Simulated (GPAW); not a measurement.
**H/Ta(110): simulated STM images**

Aim: Tersoff-Hamann images of H/Ta(110) at several biases.

Main program and level: GPAW 26.7.0; GPAW, PAW setups; slab in vacuum, relaxation, in the first sound run; inputs show where later runs differ.

### 1. Set-up

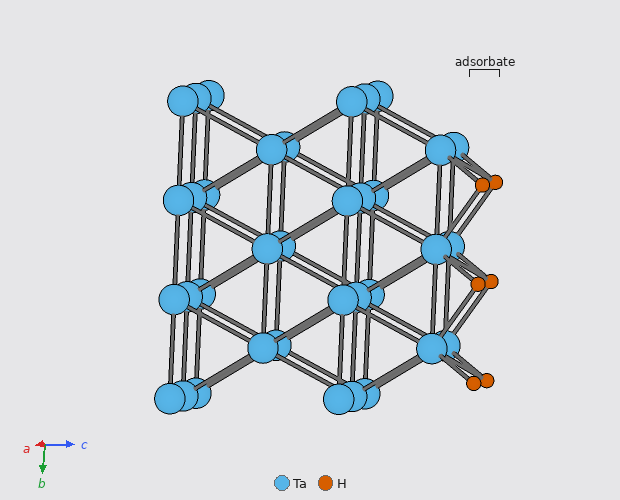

The starting structure, seen from the side, with the c axis across the page (tantalum blue, hydrogen orange). 2×3×1 cells are drawn. Some periodic images of atoms are drawn too.

The cell holds 5 atoms: 4 Ta and 1 H. Cell: a = 2.867 Å, b = 2.867 Å, c = 26.346 Å, α = 90.0°, β = 90.0°, γ = 70.5°. Vacuum lies along c.

Structure file:

```cif
data_structure
_symmetry_space_group_name_H-M 'P 1'
_symmetry_Int_Tables_number 1
_cell_length_a 2.8665
_cell_length_b 2.8665
_cell_length_c 26.3456
_cell_angle_alpha 90.000
_cell_angle_beta 90.000
_cell_angle_gamma 70.529
_cell_volume 204.10
loop_
_atom_site_label
_atom_site_type_symbol
_atom_site_fract_x
_atom_site_fract_y
_atom_site_fract_z
_atom_site_occupancy
Ta1 Ta 0.00000 0.00000 0.34161 1
Ta2 Ta 0.50000 0.50000 0.43045 1
Ta3 Ta 0.00000 0.00000 0.51929 1
Ta4 Ta 0.50000 0.50000 0.60813 1
H5 H 0.84000 0.84000 0.65839 1
```

### 2. Relaxation

Forces are removed first; all later runs use this geometry. The lowest 2 atoms are held at bulk positions and keep their forces.

run.py

```python
import json
import numpy as np
from ase import Atoms
from ase.constraints import FixAtoms
from ase.optimize import BFGS
from gpaw import GPAW, PW

slab = Atoms(
    ['Ta', 'Ta', 'Ta', 'Ta', 'H'],
    positions=[
        [0.00000, 0.00000, 9.00000],
        [2.34052, 0.00000, 11.34052],
        [0.00000, 0.00000, 13.68105],
        [2.34052, 0.00000, 16.02157],
        [3.93208, 0.00000, 17.34561]],
    cell=[[2.34052, -1.655, 0.0], [2.34052, 1.655, 0.0], [0.0, 0.0, 26.34561]],
    pbc=[True, True, False])

slab.calc = GPAW(mode=PW(500), xc='PBE', kpts={'size': (12, 12, 1), 'gamma': True},
                 occupations={'name': 'fermi-dirac', 'width': 0.1}, nbands='160%',
                 convergence={'density': 1e-05}, maxiter=200,
                 poissonsolver={'dipolelayer': 'xy'},
                 symmetry={'tolerance': 1e-3, 'extra_ids': [1, 1, 0, 0, 0]}, txt='slab.txt')
result = {}
slab.set_constraint(FixAtoms([0, 1]))
path = []
opt = BFGS(slab, maxstep=0.2)
opt.attach(lambda: path.append((slab.get_potential_energy(), slab.positions.tolist(), slab.get_forces().tolist())))
result['relaxed'] = bool(opt.run(fmax=0.03, steps=40))
result['path'] = path
energy = slab.get_potential_energy()
fermi = slab.calc.get_fermi_level()
v = slab.calc.get_electrostatic_potential().mean((0, 1)) - fermi
n = slab.calc.get_pseudo_density().mean((0, 1))
L = slab.cell[2, 2]
z = np.arange(len(v)) * L / len(v)
low, high = slab.positions[:, 2].min(), slab.positions[:, 2].max()
below, above = np.interp([low - 6.8, high + 6.8], z, v)
slopes = [np.interp(x, z, np.gradient(v, z)) for x in (low - 6.8, high + 6.8)]
eps = np.array([[slab.calc.get_eigenvalues(k, s) for k in range(len(slab.calc.get_ibz_k_points()))]
                for s in range(slab.calc.get_number_of_spins())]) - fermi
top, bottom = eps[eps < 0].max(), eps[eps > 0].min()
dipole = slab.get_dipole_moment()[2]
print(f'energy {energy:.4f} eV, Fermi level {fermi:.4f} eV, dipole {dipole:.5f} e A')
print(f'potential 6.8 A off the faces, from the Fermi level: lower {below:.4f} eV, upper {above:.4f} eV')
print(f'slope of the potential there: lower {slopes[0]:.5f}, upper {slopes[1]:.5f} eV/A')
print(f'nearest levels on the mesh: {top:.4f} and {bottom:.4f} eV')
print('magnetic moment', round(slab.get_magnetic_moment(), 3))
result.update(energy=energy, fermi=fermi, dipole=dipole, below=below, above=above, slopes=slopes, edges=[top, bottom],
              z=z.tolist(), v=v.tolist(), n=n.tolist(), positions=slab.positions.tolist(),
              forces=slab.get_forces(apply_constraint=False).tolist(), moments=slab.get_magnetic_moments().tolist())
json.dump(result, open('result.json', 'w'))
```

The run is started by

```sh
OMP_NUM_THREADS=1 OPENBLAS_NUM_THREADS=1 python run.py
```

What it wrote:

```text
Step          Energy          fmax
BFGS:    0      -41.469999        0.926780
BFGS:    1      -41.490157        0.843366
BFGS:    2      -41.561914        0.424012
BFGS:    3      -41.566623        0.346812
BFGS:    4      -41.585618        0.144692
BFGS:    5      -41.586582        0.134118
BFGS:    6      -41.587991        0.148234
BFGS:    7      -41.590824        0.172462
BFGS:    8      -41.595313        0.175881
BFGS:    9      -41.599358        0.117650
BFGS:   10      -41.600939        0.099785
BFGS:   11      -41.601333        0.092108
BFGS:   12      -41.601541        0.081151
BFGS:   13      -41.601963        0.054246
BFGS:   14      -41.602425        0.039689
BFGS:   15      -41.602701        0.027680
energy -41.5165 eV, Fermi level 1.4626 eV, dipole 0.01849 e A
potential 6.8 A off the faces, from the Fermi level: lower 4.7835 eV, upper 4.3468 eV
slope of the potential there: lower -0.00006, upper 0.00005 eV/A
nearest levels on the mesh: -0.0186 and 0.0042 eV
magnetic moment 0.0
```

Run time: 46 min. Hardware: 1 thread of Arm Neoverse V2, shared host; peak memory 0.39 GiB.

The steps of the relaxation:

| step | energy less that of the first step (eV) | largest force (eV/Å) |
| --- | --- | --- |
| 1 | 0.0000 | 0.9268 |
| 2 | -0.0199 | 0.8434 |
| 3 | -0.0909 | 0.4240 |
| 4 | -0.0954 | 0.3468 |
| 5 | -0.1130 | 0.1447 |
| 6 | -0.1138 | 0.1341 |
| 7 | -0.1153 | 0.1482 |
| 8 | -0.1183 | 0.1725 |
| 9 | -0.1235 | 0.1759 |
| 10 | -0.1286 | 0.1176 |
| 11 | -0.1308 | 0.0998 |
| 12 | -0.1313 | 0.0921 |
| 13 | -0.1315 | 0.0812 |
| 14 | -0.1320 | 0.0542 |
| 15 | -0.1326 | 0.0397 |
| 16 | -0.1331 | 0.0277 |

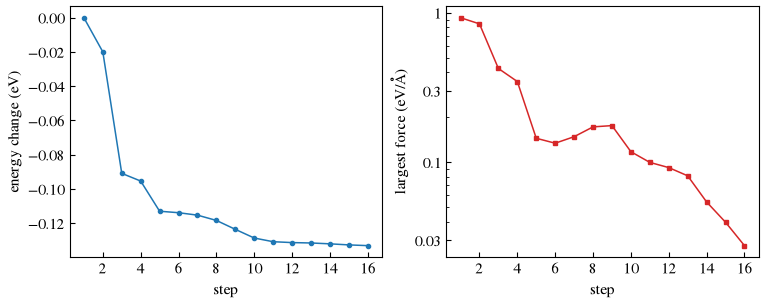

Energy and largest force along the relaxation.

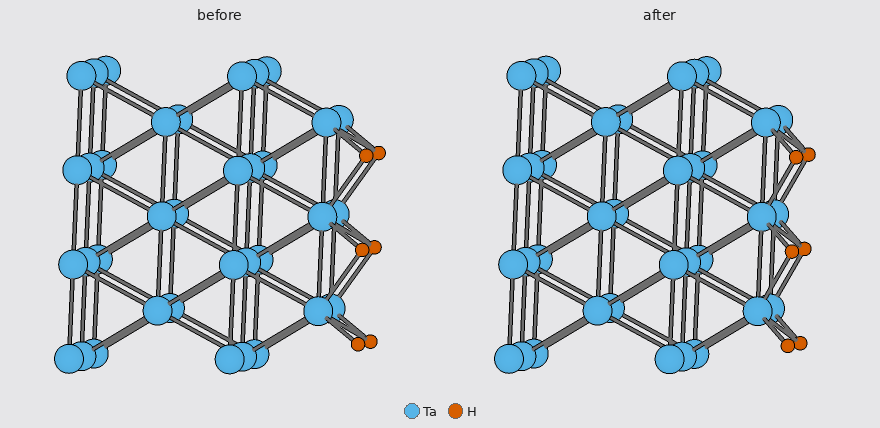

The structure before and after the relaxation, drawn at the same scale.

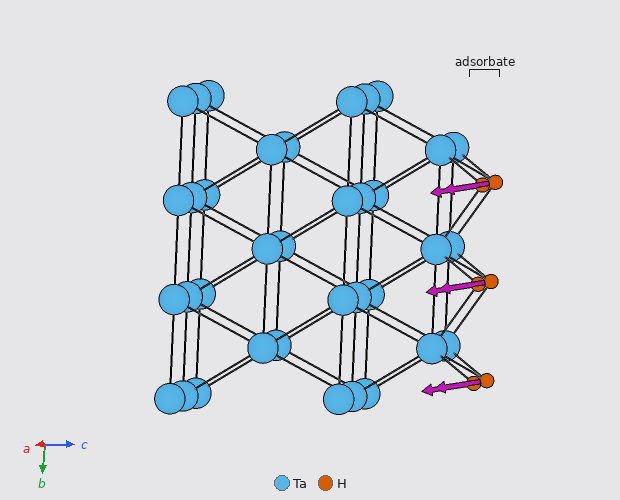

Displacements in the relaxation, exaggerated; the longest in the cell stands for 0.30 Å. 2×3×1 cells are drawn. Some periodic images of atoms are drawn too.

The atoms that moved most (Å):

| atom | dx | dy | dz | length |
| --- | --- | --- | --- | --- |
| H5 | 0.078 | 0.000 | -0.288 | 0.299 |
| Ta4 | 0.001 | 0.000 | -0.017 | 0.017 |
| Ta3 | -0.006 | 0.000 | -0.002 | 0.006 |

The relaxed structure:

```xyz
5
Lattice="2.3405 -1.6550 0.0000 2.3405 1.6550 0.0000 0.0000 0.0000 26.3456" Properties=species:S:1:pos:R:3
Ta    0.0000    0.0000    9.0000
Ta    2.3405    0.0000   11.3405
Ta   -0.0058    0.0000   13.6786
Ta    2.3416    0.0000   16.0049
H     4.0101    0.0000   17.0572
```

This step gave:

| Property | Result |
| --- | --- |
| dipole along the normal | 0.01849 e·Å |
| levels nearest the Fermi level on the mesh | -0.01857, 0.004224 eV from the Fermi level |
| upper work function | 4.347 eV |
| lower work function | 4.784 eV |

The electrostatic potential energy of an electron (without an applied field's), less the Fermi level, planar mean oscillates, so the rows of the table below give means over windows of 2 Å about each position, cut where the curve ends. Its maxima inside the range that stand out by 2 % of the span (Å: eV): 10.2: -1.29, 12.5: -1.28, 14.9: -1.31. Its minima: 9.0: -25.3, 11.4: -25.1, 13.6: -25.1, 16.0: -25.3.

Table of electrostatic potential energy of an electron (without an applied field's), less the Fermi level, planar mean by z; means over each step:

| z (Å) | electrostatic potential energy of an electron (without an applied field's), less the Fermi level, planar mean (eV) |
| --- | --- |
| 0 | 4.74 |
| 2 | 4.78 |
| 4 | 4.78 |
| 6 | 4.63 |
| 8 | -5.81 |
| 10 | -9.92 |
| 12 | -11.6 |
| 14 | -13.0 |
| 16 | -14.0 |
| 18 | 2.43 |
| 20 | 4.34 |
| 22 | 4.35 |
| 24 | 4.35 |
| 26 | 4.37 |

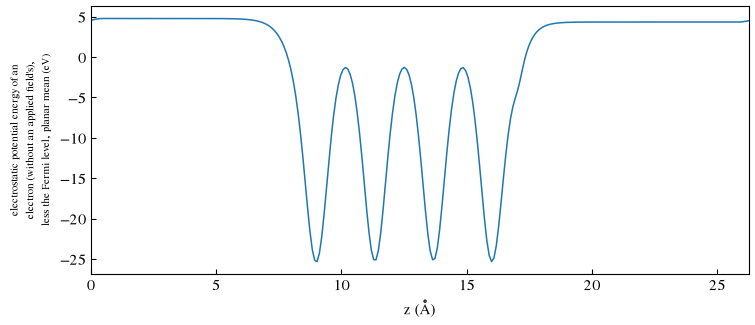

Electrostatic potential energy of an electron (without an applied field's), less the Fermi level, planar mean against z.

The pseudo valence density, planar mean oscillates, so the rows of the table below give means over windows of 2.26 Å about each position, cut where the curve ends. Its maxima inside the range that stand out by 2 % of the span (Å: e/Å³): 9.0: 1.51, 11.3: 1.49, 13.7: 1.48, 16.0: 1.52. Its minima: 10.2: 0.277, 12.4: 0.280, 14.9: 0.284.

The pseudo valence density, planar mean by z; means over each step:

| z (Å) | pseudo valence density, planar mean (e/Å³) |
| --- | --- |
| 3.39 | 1.2e-5 |
| 5.65 | 0.00242 |
| 7.91 | 0.394 |
| 10.17 | 0.691 |
| 12.43 | 0.693 |
| 14.69 | 0.703 |
| 16.95 | 0.539 |
| 19.21 | 0.00391 |
| 21.47 | 8.5e-6 |

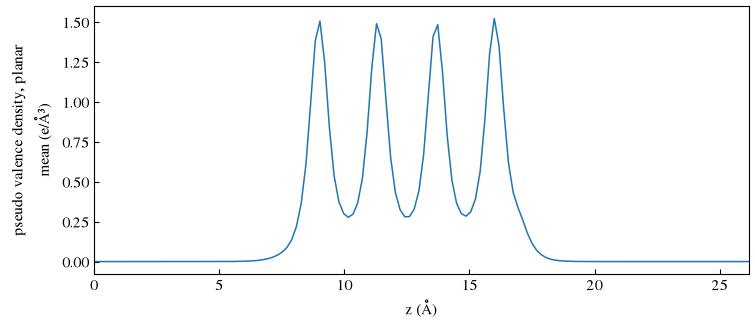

Pseudo valence density, planar mean against z.

The relaxation lowered the energy of the cell by 0.133 eV (energies extrapolated to zero smearing; the optimiser's log prints free energies). The largest force left on a free atom is 0.028 eV/Å.

### 3. Plane waves, PBE

With the geometry fixed, the planar mean of the potential gives the vacuum level on each side.

This step: GPAW, PAW setups; slab in vacuum (GPAW 26.7.0).

Changes to run.py since step 2:

```diff
@@ -3,4 +3,3 @@
 from ase import Atoms
-from ase.constraints import FixAtoms
-from ase.optimize import BFGS
+from ase.dft.stm import STM
 from gpaw import GPAW, PW
@@ -11,6 +10,6 @@
         [0.00000, 0.00000, 9.00000],
-        [2.34052, 0.00000, 11.34052],
-        [0.00000, 0.00000, 13.68105],
-        [2.34052, 0.00000, 16.02157],
-        [3.93208, 0.00000, 17.34561]],
+        [2.34052, -0.00000, 11.34052],
+        [-0.00577, -0.00000, 13.67864],
+        [2.34165, 0.00000, 16.00489],
+        [4.01014, -0.00000, 17.05724]],
     cell=[[2.34052, -1.655, 0.0], [2.34052, 1.655, 0.0], [0.0, 0.0, 26.34561]],
@@ -22,10 +21,4 @@
                  poissonsolver={'dipolelayer': 'xy'},
-                 symmetry={'tolerance': 1e-3, 'extra_ids': [1, 1, 0, 0, 0]}, txt='slab.txt')
+                 symmetry={'tolerance': 1e-3}, txt='slab.txt')
 result = {}
-slab.set_constraint(FixAtoms([0, 1]))
-path = []
-opt = BFGS(slab, maxstep=0.2)
-opt.attach(lambda: path.append((slab.get_potential_energy(), slab.positions.tolist(), slab.get_forces().tolist())))
-result['relaxed'] = bool(opt.run(fmax=0.03, steps=40))
-result['path'] = path
 energy = slab.get_potential_energy()
@@ -51,2 +44,16 @@
               forces=slab.get_forces(apply_constraint=False).tolist(), moments=slab.get_magnetic_moments().tolist())
+
+# Images need the states of the whole zone, up to time reversal
+slab.calc = slab.calc.fixed_density(symmetry={'point_group': False}, txt='states.txt', nbands='250%',
+                                    convergence={'bands': 'CBM+1.3'})
+stm = STM(slab)
+result['stm'] = []
+for bias in [-1.0, 1.0]:
+    height = high + 3.5
+    current = stm.get_averaged_current(bias, height)
+    x, y, h = stm.scan(bias, current)
+    i, f = divmod(height / L * stm.ldos.shape[2], 1)
+    I = abs((1 - f) * stm.ldos[:, :, int(i)] + f * stm.ldos[:, :, int(i) + 1])
+    print(f'bias {bias} V: mean current at 3.5 A {current:.4e}, corrugation {np.ptp(h):.4f} A')
+    result['stm'].append(dict(bias=bias, current=current, h=(h - high).tolist(), I=I.tolist()))
 json.dump(result, open('result.json', 'w'))
```

What it wrote:

```text
energy -41.5165 eV, Fermi level 1.4626 eV, dipole 0.01853 e A
potential 6.8 A off the faces, from the Fermi level: lower 4.7834 eV, upper 4.3468 eV
slope of the potential there: lower -0.00006, upper 0.00005 eV/A
nearest levels on the mesh: -0.0186 and 0.0042 eV
magnetic moment 0.0
bias -1.0 V: mean current at 3.5 A 4.5841e-06, corrugation 0.0298 A
bias 1.0 V: mean current at 3.5 A 1.2004e-05, corrugation 0.0265 A
```

The job ended after 7.7 min (1 thread; peak memory 0.93 GiB).

This step gave:

* dipole along the normal: 0.01853 e·Å
* levels nearest the Fermi level on the mesh: -0.01857, 0.004227 eV from the Fermi level
* lower work function: 4.783 eV
* corrugation -1: 0.02982 Å
* corrugation 1: 0.02646 Å

The electrostatic potential energy of an electron (without an applied field's), less the Fermi level, planar mean oscillates, so the rows of the table below give means over windows of 2 Å about each position, cut where the curve ends. Its maxima inside the range that stand out by 2 % of the span (Å: eV): 10.2: -1.29, 12.5: -1.28, 14.9: -1.31. Its minima: 9.0: -25.3, 11.4: -25.1, 13.6: -25.1, 16.0: -25.3.

Table of electrostatic potential energy of an electron (without an applied field's), less the Fermi level, planar mean by z; means over each step:

(Unchanged from step 2.)

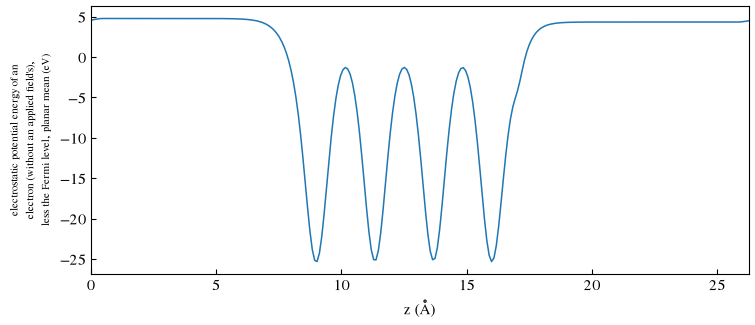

Electrostatic potential energy of an electron (without an applied field's), less the Fermi level, planar mean against z.

The pseudo valence density, planar mean oscillates, so the rows of the table below give means over windows of 2.26 Å about each position, cut where the curve ends. Its maxima inside the range that stand out by 2 % of the span (Å: e/Å³): 9.0: 1.51, 11.3: 1.49, 13.7: 1.48, 16.0: 1.52. Its minima: 10.2: 0.277, 12.4: 0.280, 14.9: 0.284.

Pseudo valence density, planar mean against z; means over each step:

| z (Å) | pseudo valence density, planar mean (e/Å³) |
| --- | --- |
| 3.39 | 1.2e-5 |
| 5.65 | 0.00242 |
| 7.91 | 0.394 |
| 10.17 | 0.691 |
| 12.43 | 0.693 |
| 14.69 | 0.703 |
| 16.95 | 0.539 |
| 19.21 | 0.00391 |
| 21.47 | 8.5e-6 |

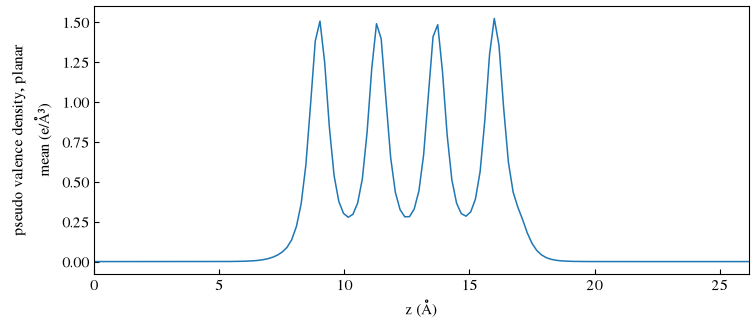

Pseudo valence density, planar mean, plotted against z.

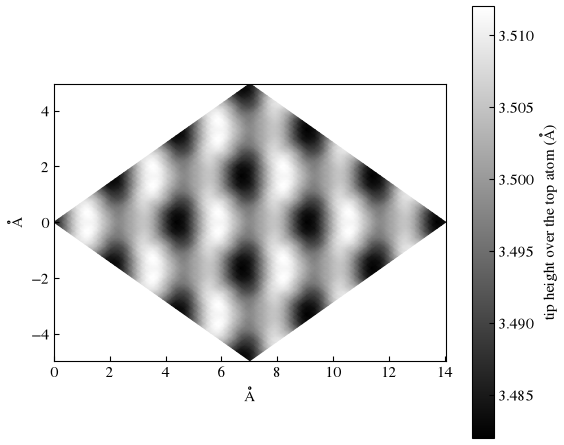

Tip height over the top atom over a1 and a2. Sample bias -1 V, constant current at the mean current 3.5 Å over the top atom. The cell is repeated, with its origin at the lower left corner.

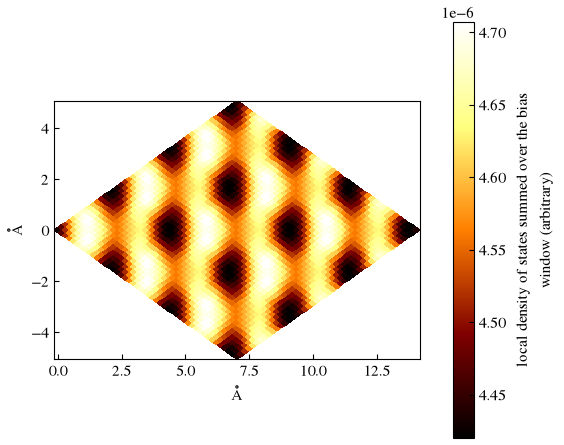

Local density of states summed over the bias window over a1 and a2. Sample bias -1 V, constant height 3.5 Å over the top atom. The cell is repeated, with its origin at the lower left corner.

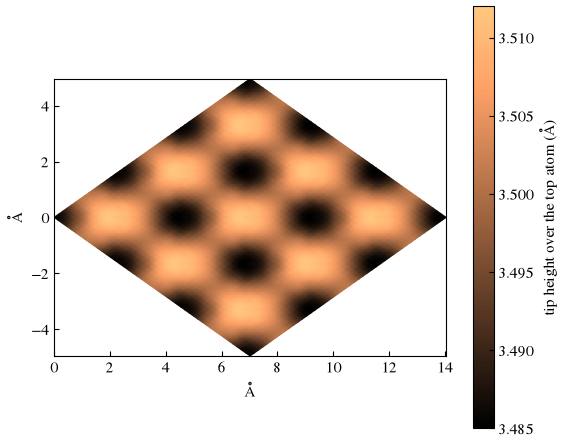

Tip height over the top atom over a1 and a2. Sample bias 1 V, constant current at the mean current 3.5 Å over the top atom. The cell is repeated, with its origin at the lower left corner.

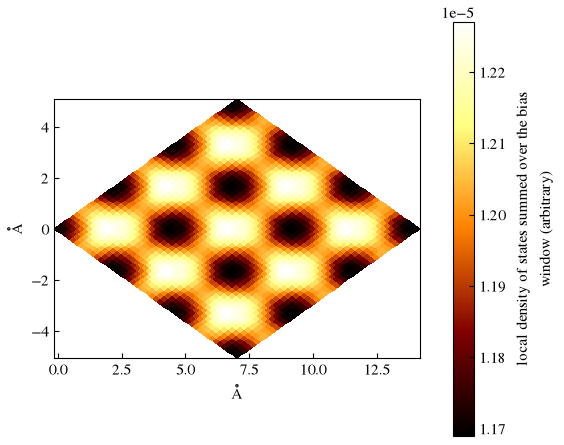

Local density of states summed over the bias window over a1 and a2. Sample bias 1 V, constant height 3.5 Å over the top atom. The cell is repeated, with its origin at the lower left corner.

Force by atom:

| atom | x (eV/Å) | y (eV/Å) | z (eV/Å) | size |
| --- | --- | --- | --- | --- |
| Ta1 | 0.019 | 0.000 | 0.363 | 0.364 |
| Ta2 | -0.055 | 0.000 | -0.367 | 0.371 |
| Ta3 | 0.002 | 0.000 | -0.005 | 0.006 |
| Ta4 | 0.009 | 0.000 | 0.021 | 0.023 |
| H5 | 0.025 | 0.000 | -0.013 | 0.028 |

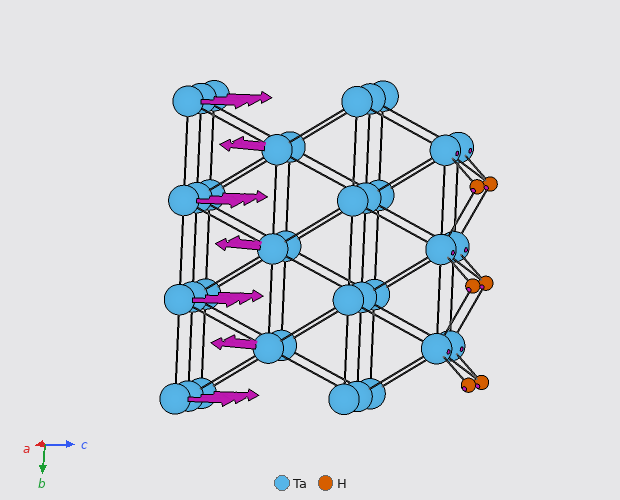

Force as arrows, the longest 0.371 eV/Å. 2×3×1 cells are drawn. Some periodic images of atoms are drawn too.

The potential is flat to 6.5e-5 eV/Å where it is read, so the vacuum is wide enough.

### 4. What came out

* work function, upper and lower face: 4.347 and 4.783 eV
* dipole along the normal: 0.0185 e Å
* corrugation at -1 V: 0.0298 Å
* corrugation at 1 V: 0.0265 Å

In GPAW's constant-current maps the tip height varies by under 0.05 Å at every bias shown (0.030 Å at most), which is near the numerical ripple of the maps: an s-wave tip would see an almost flat surface. Negative sample bias images filled states, positive bias empty ones. The two faces differ by 0.44 eV, the step that the slab's dipole makes (e p/(ε0 A) gives 0.43 eV), so the dipole layer is needed. The images are of Tersoff-Hamann type: an s-wave tip, no tip-sample forces, heights closer than in a microscope. The cell of 7.75 Å² holds one H, started on one chosen site; other sites and coverages weren't tried. The in-plane lattice was kept as typed, which isn't the functional's own and leaves some strain; spin-orbit coupling and temperature are left out.

[Logs are printed without paths, hosts, clocks, repeated set-up lines and the standing remarks that a program may print on its own settings, such as how far it seeks lower states.]

[Hosts, paths, dates, database ids (printed as entryN), source tags and the programs' standing remarks are cut or masked in the printed files.]
